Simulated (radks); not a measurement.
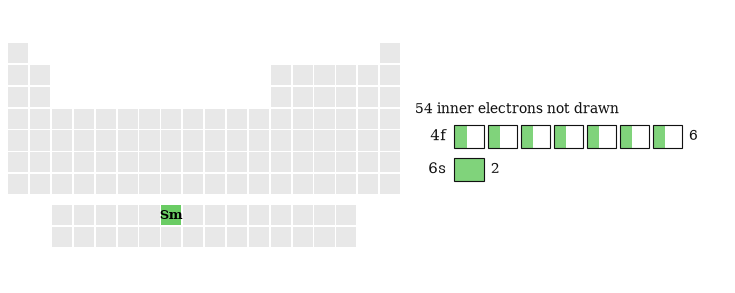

*Left, the place of samarium in the periodic table; right, the outer shells as the input fills them: a box for each of the 2l + 1 orbitals, shaded by the share of the shell that is filled, with the electron count at the right.*

## Sm: atomic calculation

Sm, configuration [Xe] 4f6 6s2. Computed at this level: Dirac Kohn-Sham, PBE, spin-unpolarised, spherical densities, point nucleus (radks).

**Outcome**

| quantity | value |
| --- | --- |
| outcome | converged |
| total energy | −10434.5059 hartree |
| kinetic energy | 11315.5152 hartree |
| electron–nucleus energy | −25568.9123 hartree |
| Hartree energy | 4055.2594 hartree |
| exchange–correlation energy | −236.368260 hartree |
| radius at density 0.001 e/bohr³ | 5.29 bohr |
| SCF iterations | 15 |
| hardware | 1 thread of Arm Neoverse N1, 77 GiB of memory available, shared host |

**What is odd here**

A numerical setting was moved from its usual value: mesh end rmax = 20. The program ran to the end, and its total energy equals that of the same run with the usual input (−10434.50593 hartree) within 10⁻⁵ hartree, so the oddity leaves no trace in it.

**Input**
```
Z 62
configuration [Xe] 4f6 6s2
relativity Dirac
functional pbe,pbe
spin unpolarised
j_filling average
nucleus point
c 137.035999084
mesh_end 20
max_iterations 67
```

Energies in input and log are in hartree, lengths in bohr.

Launched within a batch (the task file carries these settings):
```bash
python <driver script> task.json out
```

**The program's output**
```
1s1/2   1   2.0000       -1713.76555016
2s1/2   1   2.0000        -279.90951947
2p1/2   1   2.0000        -265.29400604
2p3/2   1   4.0000        -243.13892139
3s1/2   1   2.0000         -61.32664707
3p1/2   1   2.0000         -55.04199919
3p3/2   1   4.0000         -50.55572379
3d3/2   1   4.0000         -39.66606012
3d5/2   1   6.0000         -38.69178934
4s1/2   1   2.0000         -12.18612038
4p1/2   1   2.0000          -9.77710570
4p3/2   1   4.0000          -8.79243682
4d3/2   1   4.0000          -4.83087580
4d5/2   1   6.0000          -4.65498165
4f5/2   1   2.5714          -0.10189599
4f7/2   1   3.4286          -0.08205143
5s1/2   1   2.0000          -1.58768552
5p1/2   1   2.0000          -0.94447167
5p3/2   1   4.0000          -0.81500058
6s1/2   1   2.0000          -0.13167147
Etot -10434.505931641386
Ekin 11315.515239132343
Encl -25568.91228575225
Eh 4055.259374528826
Exc -236.3682595503055
err 1.1410942483270125e-09
it 15
```

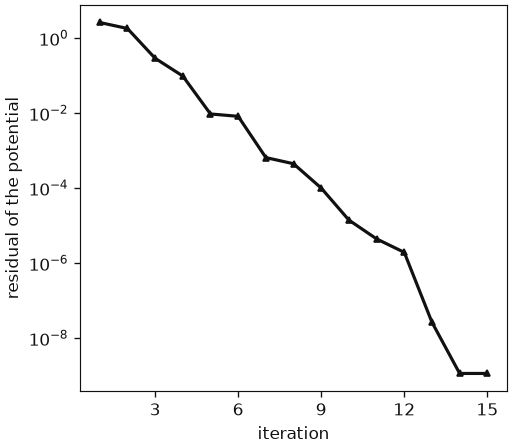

*Convergence: residual of the potential against the iteration.*

The residual falls almost steadily, with no more than small rises or pauses. It goes from 2.6 to 1.1×10⁻⁹ in 15 steps.

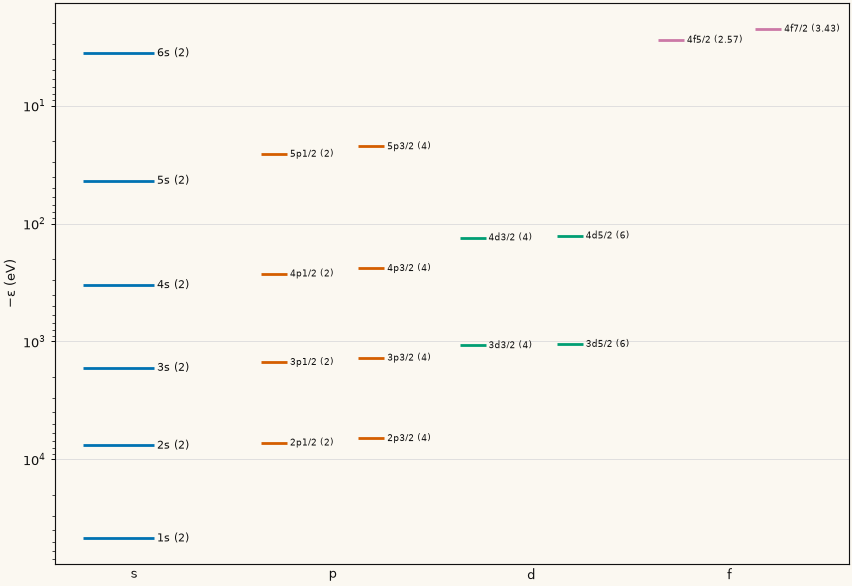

*All occupied levels, on a logarithmic scale of binding energy, are drawn by angular momentum (occupations in brackets, the lower j at the left of each column). They are the filled levels of this odd run.*

The highest occupied level is 4f7/2 at −2.23 eV. The highest 6 occupied levels, from the top down, are 4f7/2 (−2.23 eV), 4f5/2 (−2.77 eV), 6s (−3.58 eV), 5p3/2 (−22.2 eV), 5p1/2 (−25.7 eV), 5s (−43.2 eV). Spin-orbit splittings: 4f 0.540 eV, 5p 3.52 eV, 4d 4.79 eV, 4p 26.8 eV.
